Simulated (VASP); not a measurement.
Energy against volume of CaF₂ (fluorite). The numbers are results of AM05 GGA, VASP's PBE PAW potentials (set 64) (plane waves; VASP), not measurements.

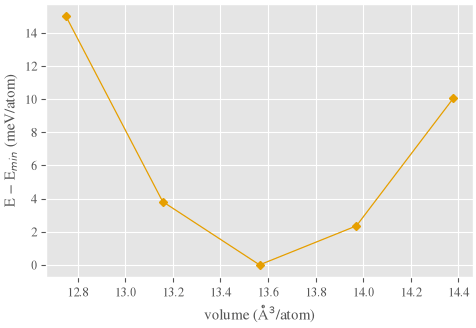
Energy against volume

**Question.** Estimate the equilibrium volume and the bulk modulus.

**Answer.** The minimum lies near 13.6 Å³/atom, and the curvature gives B0 of about 81 GPa.

Measured: bulk modulus 83.0 GPa (computed value off by -2.9 %), as given by On the Morphology of Group II Metal Fluoride Nanocrystals at Finite Temperature and Partial Pressure of HF, PMC6154342; a 5.466 Å (computed value off by -0.0 %), as given by M. Råsander et al., The Journal of Chemical Physics (2015), arXiv:1505.02379. The calculation is for a static lattice, while the measured bulk modulus, a hold thermal and zero-point effects, which are part of the difference.

The compound is CaF2 in the fluorite structure. It was relaxed first.
